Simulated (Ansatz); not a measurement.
# Converging the field response of a CdF2 (111) film

Aim: a convergence study of the equivalent conductor thickness of a CdF2 (111) film, with the cost of each setting.

Method: plane-wave DFT, PBE, Ansatz PAW, in the first sound run; inputs show where later runs differ, in Ansatz 0.2.0.

## 1. The starting structure

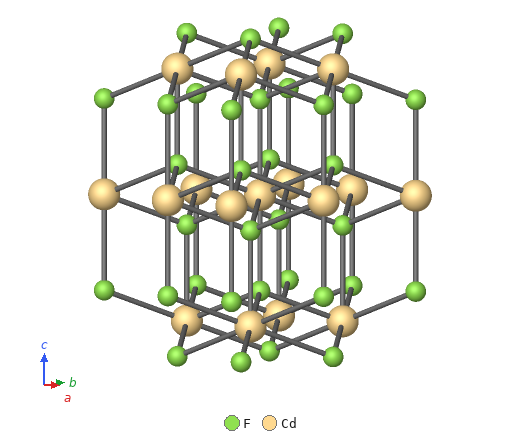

Start, viewed from the side, with the c axis up; fluorine green, cadmium orange. 2×2×1 cells are drawn. Some periodic images of atoms are drawn too.

The cell holds 9 atoms: 6 F and 3 Cd. Cell: a = 3.811 Å, b = 3.811 Å, c = 25.780 Å, α = 90.0°, β = 90.0°, γ = 120.0°. It derives from CdF2 (fluorite CdF2). Vacuum lies along c.

## 2. Single point, setting first choice

The first choice: the default cutoff of 420 eV, a 12×12×1 mesh, 18 Å of vacuum, 0.1 V/Å and a tight threshold. Each later run changes one input against this one; other functionals and files bring their own cutoffs.

input.yaml

```yaml
crystal:
  lattice:
    - [3.81130555, 0.0, 0.0]
    - [-1.90565278, 3.30068743, 0.0]
    - [0.0, 0.0, 25.7797948773]
  atoms:
    - { symbol: F, position: [0.66666667, 0.33333333, 0.3491106133] }
    - { symbol: Cd, position: [0.33333333, 0.66666667, 0.3792884906] }
    - { symbol: F, position: [0.0, 0.0, 0.409466368] }
    - { symbol: F, position: [0.33333333, 0.66666667, 0.4698221227] }
    - { symbol: Cd, position: [0.0, 0.0, 0.5] }
    - { symbol: F, position: [0.66666667, 0.33333333, 0.5301778773] }
    - { symbol: F, position: [0.0, 0.0, 0.590533632] }
    - { symbol: Cd, position: [0.66666667, 0.33333333, 0.6207115094] }
    - { symbol: F, position: [0.33333333, 0.66666667, 0.6508893867] }
kpoints:
  mp_grid: { grid: [12, 12, 1] }
hamiltonian:
  xc: pbe
scf:
  occupations: { method: fixed }
  convergence: { dr2_threshold: 1.0e-10 }
efield:
  axis: 3
  dipole_correction: true
  ramp_position: 0.97
  ramp_width: 0.06
  amplitude: 0.1
output:
  write_potential: true
  write_density: true
  volumetric_format: npy
```

Started as:

```sh
> ansatz run input.yaml --threads 4 --pin off --max-ram 6144MiB --backend cpu --events-out ev --progress --plain --runs-dir out
```

Numbers of over 12 decimals in the logs are rounded to 6 here.

The program printed:

```text
Engine: ansatz 0.2.0, x86_64-unknown-linux-gnu
Pseudopotentials: kind: paw
Pseudopotential: F, paw, valence charge 7, recommended cutoff 420 eV (normal), F.paw.azcp
Pseudopotential: Cd, paw, valence charge 20, recommended cutoff 420 eV (normal), Cd.paw.azcp
Functional definition: PBE
  parameter kappa = 0.804
  parameter beta = 0.066725
  exchange = pbe_x(kappa = kappa, mu = beta*pi^2/3)
  correlation = pbe_c(beta = beta)
Crystal: 9 atoms, lattice volume = 324.308 Å³
Basis set: ecut = 420 eV, 6339 PW (Γ)
Bands: 62, of which v1, the nominal top of the filled ones, is band 51 counted from 1 (50 counted from 0)
Symmetry: 6 space group operations
k-points: 19 of 144 (time reversal used)
Non-local potential: F, projectors of the file, l = 0: 2, l = 1: 2, l = 2: 1
Non-local potential: Cd, projectors of the file, l = 0: 3, l = 1: 2, l = 2: 2, l = 3: 1
PAW form: soft (Blöchl's): semilocal exchange-correlation on the pseudo side does not see the compensation charge
PAW one-centre angular grid: F, 110 points (default); XC on 64 Gauss nodes
PAW one-centre angular grid: Cd, 590 points (default); XC on 64 Gauss nodes
Initial density: superposition of atomic densities (neutral atoms: chi_scale 0, normalization atom, screened)
Initial wavefunctions: pseudopotential atomic-orbital guess
Functional: x = pbe(κ = 0.804, μ = 0.219515), c = pbe(β = 0.066725)
SCF iter   1: F=—  HF=-29621.522358 eV  |F-HF|=—  |Δ(HF+E_count)|=         —  Δρ=7.44e-2  dr2=1.75e1  ethr=3.10e-3  p=0.063 e·Å  D=3.51e-2 V/Å  ΔV_dip=-0.90 eV  dr2_dipole=8.93e-4  V_vac-E_F(+/−)=10.65/9.26 eV  ⟨swp⟩=5.0  Hψ=3819  notcnv=0  defer=171
efield: sawtooth ramp at fractional position 0.9700 (set: `efield.ramp_position`, or a place that a band, a saddle search or an elastic batch's reference lends), width 0.0600; the density the first Hamiltonian is built on has a dipole p = 0.063 e·Å; the dipole correction subtracts the counter field D = 3.51e-2 V/Å, which shifts the + side's vacuum level by -0.90 eV against the − side's; the planar-averaged density in the ramp window peaks in size at 8.5e-7 e/Å³
preconditioner: auto → Resta (q_TF=auto, 2.250 Å⁻¹)  ε∞=2.4  [insulator: Δε(μ)=4.470 eV  Ē_g=15.504 eV  n_scr=72 (ndim 8)  ℏωp=18.2 eV  f_vac=0.614  ε∞_Penn≈2.4  vacuum switching on, ρ_ref=1.7e-2 e/Å³]
SCF iter   2: F=—  HF=-29616.405261 eV  |F-HF|=—  |Δ(HF+E_count)|=    5.12e0  Δρ=3.49e-2  dr2=1.39e0  ethr=3.10e-3  p=0.049 e·Å  D=2.74e-2 V/Å  ΔV_dip=-0.71 eV  dr2_dipole=5.20e-5  V_vac-E_F(+/−)=8.78/7.19 eV  ⟨swp⟩=3.0  Hψ=2565  notcnv=0  defer=168  κ⁻¹=1.0e0(r=1)
SCF iter   3: F=—  HF=-29616.084641 eV  |F-HF|=—  |Δ(HF+E_count)|=   3.21e-1  Δρ=1.17e-2  dr2=3.34e-1  ethr=1.36e-3  p=0.046 e·Å  D=2.59e-2 V/Å  ΔV_dip=-0.67 eV  dr2_dipole=2.56e-5  V_vac-E_F(+/−)=9.15/7.52 eV  ⟨swp⟩=2.0  Hψ=2078  notcnv=0  defer=164  κ⁻¹=1.1e-2(r=2)
SCF iter   4: F=—  HF=-29616.020636 eV  |F-HF|=—  |Δ(HF+E_count)|=   6.40e-2  Δρ=2.97e-3  dr2=1.74e-2  ethr=3.27e-4  p=0.042 e·Å  D=2.32e-2 V/Å  ΔV_dip=-0.60 eV  dr2_dipole=4.27e-6  V_vac-E_F(+/−)=8.93/7.22 eV  ⟨swp⟩=3.6  Hψ=1758  notcnv=0  defer=171  κ⁻¹=2.2e-3(r=3)
SCF iter   5: F=—  HF=-29616.019575 eV  |F-HF|=—  |Δ(HF+E_count)|=   1.06e-3  Δρ=9.50e-4  dr2=1.32e-3  ethr=1.71e-5  p=0.042 e·Å  D=2.35e-2 V/Å  ΔV_dip=-0.61 eV  dr2_dipole=1.21e-6  V_vac-E_F(+/−)=8.94/7.24 eV  ⟨swp⟩=2.0  Hψ=2076  notcnv=0  defer=170  κ⁻¹=4.3e-5(r=4)
SCF iter   6: F=—  HF=-29616.020420 eV  |F-HF|=—  |Δ(HF+E_count)|=   8.45e-4  Δρ=3.53e-4  dr2=1.98e-4  ethr=1.29e-6  p=0.043 e·Å  D=2.39e-2 V/Å  ΔV_dip=-0.62 eV  dr2_dipole=1.14e-11  V_vac-E_F(+/−)=8.94/7.26 eV  ⟨swp⟩=2.0  Hψ=1484  notcnv=0  defer=171  κ⁻¹=1.5e-5(r=5)
SCF iter   7: F=—  HF=-29616.020602 eV  |F-HF|=—  |Δ(HF+E_count)|=   1.82e-4  Δρ=7.50e-5  dr2=1.52e-5  ethr=1.95e-7  p=0.043 e·Å  D=2.40e-2 V/Å  ΔV_dip=-0.62 eV  dr2_dipole=5.81e-8  V_vac-E_F(+/−)=8.93/7.25 eV  ⟨swp⟩=2.0  Hψ=1857  notcnv=0  defer=158  κ⁻¹=2.7e-6(r=6)
SCF iter   8: F=—  HF=-29616.020618 eV  |F-HF|=—  |Δ(HF+E_count)|=   1.58e-5  Δρ=3.57e-5  dr2=3.02e-6  ethr=1.49e-8  p=0.043 e·Å  D=2.39e-2 V/Å  ΔV_dip=-0.62 eV  dr2_dipole=7.34e-9  V_vac-E_F(+/−)=8.93/7.25 eV  ⟨swp⟩=2.0  Hψ=1532  notcnv=0  defer=119  κ⁻¹=9.9e-8(r=7)
SCF iter   9: F=—  HF=-29616.020730 eV  |F-HF|=—  |Δ(HF+E_count)|=   1.12e-4  Δρ=1.13e-5  dr2=3.69e-7  ethr=2.96e-9  p=0.043 e·Å  D=2.39e-2 V/Å  ΔV_dip=-0.62 eV  dr2_dipole=6.27e-10  V_vac-E_F(+/−)=8.93/7.24 eV  ⟨swp⟩=2.0  Hψ=1722  notcnv=0  defer=96  κ⁻¹=5.5e-9(r=8)
SCF iter  10: F=—  HF=-29616.020730 eV  |F-HF|=—  |Δ(HF+E_count)|=   1.30e-7  Δρ=3.97e-6  dr2=3.72e-8  ethr=3.62e-10  p=0.043 e·Å  D=2.39e-2 V/Å  ΔV_dip=-0.62 eV  dr2_dipole=5.60e-11  V_vac-E_F(+/−)=8.93/7.24 eV  ⟨swp⟩=2.1  Hψ=1796  notcnv=0  defer=97  κ⁻¹=1.3e-7(r=8)
SCF iter  11: F=—  HF=-29616.020730 eV  |F-HF|=—  |Δ(HF+E_count)|=   8.16e-9  Δρ=1.35e-6  dr2=3.20e-9  ethr=3.64e-11  p=0.043 e·Å  D=2.39e-2 V/Å  ΔV_dip=-0.62 eV  dr2_dipole=3.20e-12  V_vac-E_F(+/−)=8.93/7.24 eV  ⟨swp⟩=2.0  Hψ=1849  notcnv=0  defer=97  κ⁻¹=4.9e-8(r=8)
SCF iter  12: F=—  HF=-29616.020730 eV  |F-HF|=—  |Δ(HF+E_count)|=   2.52e-9  Δρ=6.55e-7  dr2=6.13e-10  ethr=3.14e-12  p=0.043 e·Å  D=2.39e-2 V/Å  ΔV_dip=-0.62 eV  dr2_dipole=4.47e-14  V_vac-E_F(+/−)=8.93/7.24 eV  ⟨swp⟩=2.0  Hψ=1762  notcnv=0  defer=97  κ⁻¹=4.7e-8(r=8)
SCF iter  13: F=-29616.020730 eV  HF=-29616.020730 eV  |F-HF|=4.37e-11  |Δ(HF+E_count)|=   1.23e-9  Δρ=1.47e-7  dr2=3.44e-11  ethr=1.00e-12  p=0.043 e·Å  D=2.39e-2 V/Å  ΔV_dip=-0.62 eV  dr2_dipole=7.54e-14  V_vac-E_F(+/−)=8.93/7.24 eV  ⟨swp⟩=14.7  Hψ=5291  notcnv=0
SCF 1 converged in 13 iterations: F = -29616.020730 eV  dr2 = 3.44e-11
  greatest PAW one-centre occupation: 1.000 electrons in one spin orbital (limit 2), on the Cd atom at site 4 (counted from 0), in its partial waves of l = 1
WARN: The output density's exchange-correlation potential varies sharply where the density is thin. Do not read a vacuum level from v_tot or v_xc, or from such a field of the output density. On a cell that repeats whose density bears no net charge and no dipole along the vacuum's axis use v_es (v_loc + v_h of the components); under efield.dipole_correction with no amplitude use v_es + v_field, which holds any externa [...]
SCF converged after 13 iterations
Stability not checked: this state was not tested for a lower state beside it, because the mixer in use, unlike msr1, does not test its closes by its own steps (another_mixer; see scf.mixing.algorithm and scf.lower_state_search)
Free energy (F): -29616.020730 eV
Harris-Foulkes:  -29616.020730 eV  (|F-HF|=4.37e-11)
Internal energy: -29616.020730 eV  (E = F + TS)
E sigma→0 (E₀):  -29616.020730 eV
Fermi energy:    -2.824105 eV
Dipole field:    D = 0.023895 V/Å  (p = 0.042826 e·Å, saw-weighted, corrected)
Work function:   not extracted (applied field tilts the vacuum); planar V_es + V_field profile in the machine report
Levels:          The Fermi level and band energies are counted from a zero that moves with the ramp; work functions are not
--- Per-component energies (eV) ---
  E_band       = -2388.411010
  E_kinetic    = 2752.350427
  E_local      = -148207.842542  (includes V_loc(G=0)·N_el)
  E_nonlocal   = 551.838359
  E_hartree    = 72910.317125
  E_xc         = -1004.628412
  E_vxc        = -1272.579401  (∫ρ·V_xc dr)
  E_paw        = -13462.862302  (= ΣΔE_a)
  E_vpaw       = -2032.821749  (= ΣTr[D̂ρ^β])
  E_aug_tail   = 0.012350  (compensation charges beyond the density's cutoff)
  E_efield     = -0.003771  (sawtooth field / dipole correction)
  E_vefield    = -0.003259  (∫n·V_field dr)
  E_ewald      = 56844.798037
  E_smearing   = -0.000000  (= −TS)
  E_closure    = 0.000000  (closes the sum)
  Σ components = -29616.020730   (vs F -29616.020730, Δ=0.00e0)
--- Band table (eV; the first three rows and the last of 19) ---
  k-point 0: bands = [... 47 lower, -3.2798, -3.2798, -3.0497, -3.0497, 0.3767, 1.1696, 2.7381, 4.5943, ... 7 higher]
  k-point 1: bands = [... 47 lower, -3.2894, -3.2604, -3.0740, -3.0351, 0.5927, 1.3276, 2.8385, 4.6846, ... 7 higher]
  k-point 2: bands = [... 47 lower, -3.2651, -3.2099, -3.1221, -2.9947, 1.1598, 1.7658, 3.1282, 4.9524, ... 7 higher]
  k-point 18: bands = [... 47 lower, -3.2361, -3.1105, -2.9645, -2.9479, 4.1592, 4.4074, 4.9385, 7.3657, ... 7 higher]
```

Run time: 8.5 s. Hardware: 4 threads of Intel Xeon Platinum 8488C (Sapphire Rapids), shared host; peak memory 0.96 GiB; 33 s of CPU time.

In the SCF lines HF is the Harris–Foulkes energy and dr2 the Hartree energy of the density residual, in eV; the loop may stop once dr2 is under the threshold and the program's other checks hold. Hψ counts applications of the Hamiltonian.

This step gave:

```
gap on the k-mesh                       : 3.201 eV
dipole along the normal                 : 0.04283 e·Å
equivalent conductor thickness p/(ε₀AE) : 6.160 Å
```

Running mean over 3.112 Å of the planar mean, with the applied field; the ramp of the sawtooth is left out. Electron's electrostatic potential energy less the highest filled level against z:

```tsv
z (Å)	electron's electrostatic potential energy less the highest filled level (eV)
4	7.51
5	7.61
6	7.70
7	7.48
8	4.64
9	1.33
10	0.101
11	0.0986
12	0.124
13	0.159
14	0.195
15	0.242
16	0.351
17	2.37
18	5.83
19	8.26
20	8.49
21	8.59
22	8.69
```

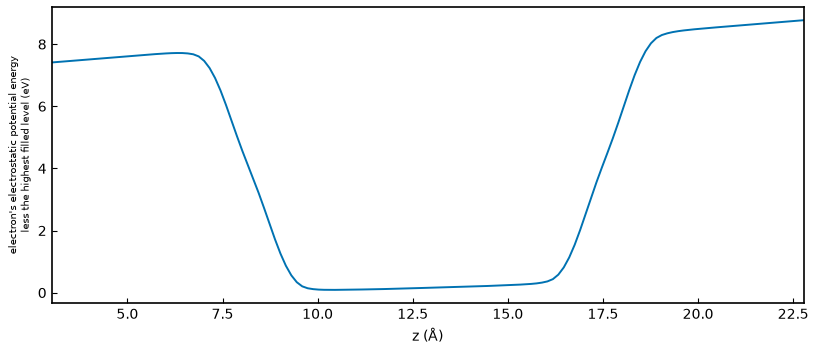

Electron's electrostatic potential energy less the highest filled level against z.

The dipole corresponds to a conductor 6.160 Å thick.

## 3. Run, box 25.8 Å

Edit input.yaml of step 2 so:

```diff
@@ -28,2 +28,4 @@
   amplitude: 0.1
+basis:
+  ecutwfc: "250 eV"
 output:
```

The program printed:

```text
Warning: basis.ecutwfc = 250 eV is below the records' recommended 420 eV, and the density's cutoff is lower with it unless basis.ecutrho_ratio is high enough to keep the records' density cutoff: compare with a run at a higher cutoff
[...]
k-point 0: bands = [... 47 lower, -3.4245, -3.4245, -3.1949, -3.1949, 0.2005, 1.0096, 2.5609, 4.2506, ... 7 higher]
  k-point 1: bands = [... 47 lower, -3.4381, -3.4183, -3.2221, -3.1849, 0.4180, 1.1714, 2.6746, 4.3452, ... 7 higher]
  k-point 2: bands = [... 47 lower, -3.4294, -3.4161, -3.3255, -3.1855, 0.9862, 1.6156, 2.9720, 4.6231, ... 7 higher]
  k-point 18: bands = [... 47 lower, -3.4697, -3.3562, -3.2139, -3.1653, 4.0568, 4.3084, 4.8284, 7.2491, ... 7 higher]
[key lines of the parts left out:]
SCF converged after 13 iterations
Free energy (F): -29594.078417 eV
Fermi energy:    -3.052140 eV
Dipole field:    D = 0.023570 V/Å  (p = 0.042244 e·Å, saw-weighted, corrected)
```

Run time: 4.4 s. Hardware: 4 threads; peak memory 0.6 GiB.

The dipole corresponds to a conductor 6.076 Å thick, -1.36 % from the first choice, at 0.51 times its CPU time.

## 4. Run, box 25.8 Å (run 2)

Edit input.yaml of step 3 so:

```diff
@@ -29,3 +29,3 @@
 basis:
-  ecutwfc: "250 eV"
+  ecutwfc: "330 eV"
 output:
```

The program printed:

```text
[...]
Crystal: 9 atoms, lattice volume = 324.308 Å³
Basis set: ecut = 330 eV, 4445 PW (Γ)
Bands: 62, of which v1, the nominal top of the filled ones, is band 51 counted from 1 (50 counted from 0)
Symmetry: 6 space group operations
k-points: 19 of 144 (time reversal used)
[...]
k-point 0: bands = [... 47 lower, -3.3049, -3.3049, -3.0749, -3.0749, 0.3578, 1.1528, 2.7212, 4.5239, ... 7 higher]
  k-point 1: bands = [... 47 lower, -3.3108, -3.2834, -3.0968, -3.0590, 0.5735, 1.3104, 2.8216, 4.6151, ... 7 higher]
  k-point 2: bands = [... 47 lower, -3.2830, -3.2290, -3.1416, -3.0142, 1.1396, 1.7474, 3.1100, 4.8859, ... 7 higher]
  k-point 18: bands = [... 47 lower, -3.2436, -3.1151, -2.9711, -2.9656, 4.1466, 4.3950, 4.9226, 7.3560, ... 7 higher]
[key lines of the parts left out:]
SCF converged after 13 iterations
Free energy (F): -29614.528372 eV
Fermi energy:    -2.838274 eV
Dipole field:    D = 0.023861 V/Å  (p = 0.042765 e·Å, saw-weighted, corrected)
```

Elapsed: 5.8 s, on 4 threads; peak memory 0.77 GiB; 22 s of CPU time.

The dipole corresponds to a conductor 6.151 Å thick, -0.14 % from the first choice, at 0.67 times its CPU time.

## 5. Run, box 25.8 Å (run 3)

Edit input.yaml of step 4 so:

```diff
@@ -29,3 +29,3 @@
 basis:
-  ecutwfc: "330 eV"
+  ecutwfc: "600 eV"
 output:
```

The program printed:

```text
[...]
Crystal: 9 atoms, lattice volume = 324.308 Å³
Basis set: ecut = 600 eV, 10885 PW (Γ)
Bands: 62, of which v1, the nominal top of the filled ones, is band 51 counted from 1 (50 counted from 0)
Symmetry: 6 space group operations
k-points: 19 of 144 (time reversal used)
[...]
k-point 0: bands = [... 47 lower, -3.2800, -3.2800, -3.0499, -3.0499, 0.3778, 1.1709, 2.7394, 4.6019, ... 7 higher]
  k-point 1: bands = [... 47 lower, -3.2896, -3.2605, -3.0740, -3.0352, 0.5938, 1.3289, 2.8398, 4.6920, ... 7 higher]
  k-point 2: bands = [... 47 lower, -3.2656, -3.2100, -3.1219, -2.9946, 1.1609, 1.7671, 3.1294, 4.9594, ... 7 higher]
  k-point 18: bands = [... 47 lower, -3.2354, -3.1101, -2.9641, -2.9477, 4.1608, 4.4090, 4.9400, 7.3660, ... 7 higher]
[key lines of the parts left out:]
SCF converged after 13 iterations
Free energy (F): -29616.064600 eV
Fermi energy:    -2.823607 eV
Dipole field:    D = 0.023895 V/Å  (p = 0.042826 e·Å, saw-weighted, corrected)
```

Run time: 15 s. Hardware: 4 threads; peak memory 1.4 GiB; 58 s of CPU time.

The dipole corresponds to a conductor 6.160 Å thick, +0.00 % from the first choice, at 1.8 times its CPU time.

## 6. Run, box 25.8 Å (run 4)

Edit input.yaml of step 5 so:

```diff
@@ -16,3 +16,3 @@
 kpoints:
-  mp_grid: { grid: [12, 12, 1] }
+  mp_grid: { grid: [1, 1, 1] }
 hamiltonian:
@@ -28,4 +28,2 @@
   amplitude: 0.1
-basis:
-  ecutwfc: "600 eV"
 output:
```

The program printed:

```text
[...]
Crystal: 9 atoms, lattice volume = 324.308 Å³
Basis set: ecut = 420 eV, 6339 PW (Γ)
Bands: 62, of which v1, the nominal top of the filled ones, is band 51 counted from 1 (50 counted from 0)
Symmetry: 6 space group operations
k-points: 1
[...]
Internal energy: -29609.252888 eV  (E = F + TS)
E sigma→0 (E₀):  -29609.252888 eV
Fermi energy:    -2.444603 eV
Dipole field:    D = 0.028305 V/Å  (p = 0.050729 e·Å, saw-weighted, corrected)
Work function:   not extracted (applied field tilts the vacuum); planar V_es + V_field profile in the machine report
[...]
--- Band table (eV) ---
  k-point 0: bands = [... 47 lower, -2.6072, -2.6072, -2.4446, -2.4446, 0.5171, 1.2662, 2.8794, 4.5957, ... 7 higher]
[key lines of the parts left out:]
SCF converged after 13 iterations
Free energy (F): -29609.252888 eV
```

The job ended after 0.85 s (4 threads; peak memory 0.42 GiB; 2.4 s of CPU time).

The dipole corresponds to a conductor 7.297 Å thick, +18.46 % from the first choice, at 0.074 times its CPU time.

## 7. Single point, box 25.8 Å

Edit input.yaml of step 6 so:

```diff
@@ -16,3 +16,3 @@
 kpoints:
-  mp_grid: { grid: [1, 1, 1] }
+  mp_grid: { grid: [2, 2, 1] }
 hamiltonian:
```

The program printed:

```text
[...]
Crystal: 9 atoms, lattice volume = 324.308 Å³
Basis set: ecut = 420 eV, 6339 PW (Γ)
Bands: 62, of which v1, the nominal top of the filled ones, is band 51 counted from 1 (50 counted from 0)
Symmetry: 6 space group operations
k-points: 2 of 4
[...]
Fermi energy:    -2.765160 eV
Dipole field:    D = 0.024253 V/Å  (p = 0.043468 e·Å, saw-weighted, corrected)
Work function:   not extracted (applied field tilts the vacuum); planar V_es + V_field profile in the machine report
[...]
--- Band table (eV) ---
  k-point 0: bands = [... 47 lower, -3.2163, -3.2163, -2.9900, -2.9900, 0.4052, 1.1934, 2.7640, 4.5983, ... 7 higher]
  k-point 1: bands = [... 47 lower, -3.1023, -3.0055, -2.9595, -2.7652, 3.8774, 4.1120, 4.6907, 6.3863, ... 7 higher]
[key lines of the parts left out:]
SCF converged after 13 iterations
Free energy (F): -29615.831383 eV
```

Run time: 1 s. Hardware: 4 threads; peak memory 0.54 GiB; 3.3 s of CPU time.

The dipole corresponds to a conductor 6.252 Å thick, +1.50 % from the first choice, at 0.10 times its CPU time.

## 8. Run, box 25.8 Å (run 5)

Edit input.yaml of step 7 so:

```diff
@@ -16,3 +16,3 @@
 kpoints:
-  mp_grid: { grid: [2, 2, 1] }
+  mp_grid: { grid: [6, 6, 1] }
 hamiltonian:
```

The program printed:

```text
[...]
Crystal: 9 atoms, lattice volume = 324.308 Å³
Basis set: ecut = 420 eV, 6339 PW (Γ)
Bands: 62, of which v1, the nominal top of the filled ones, is band 51 counted from 1 (50 counted from 0)
Symmetry: 6 space group operations
k-points: 7 of 36 (time reversal used)
[...]
k-point 0: bands = [... 47 lower, -3.2798, -3.2798, -3.0496, -3.0496, 0.3767, 1.1696, 2.7381, 4.5943, ... 7 higher]
  k-point 1: bands = [... 47 lower, -3.2651, -3.2099, -3.1220, -2.9946, 1.1598, 1.7658, 3.1282, 4.9524, ... 7 higher]
  k-point 2: bands = [... 47 lower, -3.1751, -3.1267, -3.0812, -2.8814, 2.7532, 3.1104, 4.0819, 5.9377, ... 7 higher]
  k-point 6: bands = [... 47 lower, -3.2360, -3.1105, -2.9645, -2.9479, 4.1593, 4.4074, 4.9385, 7.3657, ... 7 higher]
[key lines of the parts left out:]
SCF converged after 13 iterations
Free energy (F): -29616.020698 eV
Fermi energy:    -2.824064 eV
Dipole field:    D = 0.023895 V/Å  (p = 0.042826 e·Å, saw-weighted, corrected)
```

Elapsed: 3.6 s, on 4 threads; peak memory 0.76 GiB.

The dipole corresponds to a conductor 6.160 Å thick, -0.00 % from the first choice, at 0.41 times its CPU time.

## 9. Run, box 25.8 Å (run 6)

Edit input.yaml of step 8 so:

```diff
@@ -16,3 +16,3 @@
 kpoints:
-  mp_grid: { grid: [6, 6, 1] }
+  mp_grid: { grid: [24, 24, 1] }
 hamiltonian:
```

The program printed:

```text
[...]
Crystal: 9 atoms, lattice volume = 324.308 Å³
Basis set: ecut = 420 eV, 6339 PW (Γ)
Bands: 62, of which v1, the nominal top of the filled ones, is band 51 counted from 1 (50 counted from 0)
Symmetry: 6 space group operations
k-points: 61 of 576 (time reversal used)
[...]
k-point 0: bands = [... 47 lower, -3.2798, -3.2798, -3.0497, -3.0497, 0.3767, 1.1696, 2.7381, 4.5943, ... 7 higher]
  k-point 1: bands = [... 47 lower, -3.2822, -3.2748, -3.0560, -3.0460, 0.4322, 1.2097, 2.7634, 4.6170, ... 7 higher]
  k-point 2: bands = [... 47 lower, -3.2894, -3.2604, -3.0740, -3.0351, 0.5927, 1.3276, 2.8385, 4.6846, ... 7 higher]
  k-point 60: bands = [... 47 lower, -3.2361, -3.1105, -2.9645, -2.9479, 4.1592, 4.4074, 4.9385, 7.3657, ... 7 higher]
[key lines of the parts left out:]
SCF converged after 13 iterations
Free energy (F): -29616.020752 eV
Fermi energy:    -2.824102 eV
Dipole field:    D = 0.023895 V/Å  (p = 0.042826 e·Å, saw-weighted, corrected)
```

Wall time 29 s (4 threads); peak memory 1.6 GiB; 1.9 min of CPU time.

The dipole corresponds to a conductor 6.160 Å thick, +0.00 % from the first choice, at 3.5 times its CPU time.

(Continued in part 2 of 3.)

[Logs are printed without paths, hosts, clocks, repeated set-up lines and the standing remarks that a program may print on its own settings, such as how far it seeks lower states.]

[Hosts, paths, dates, database ids (printed as entryN), source tags and the programs' standing remarks are cut or masked in the printed files.]

[Maps of the electrostatic potential energy from Ansatz leave out the sawtooth potential of an applied field or a dipole correction, so their vacuum need not be flat; planar profiles and work functions include it.]
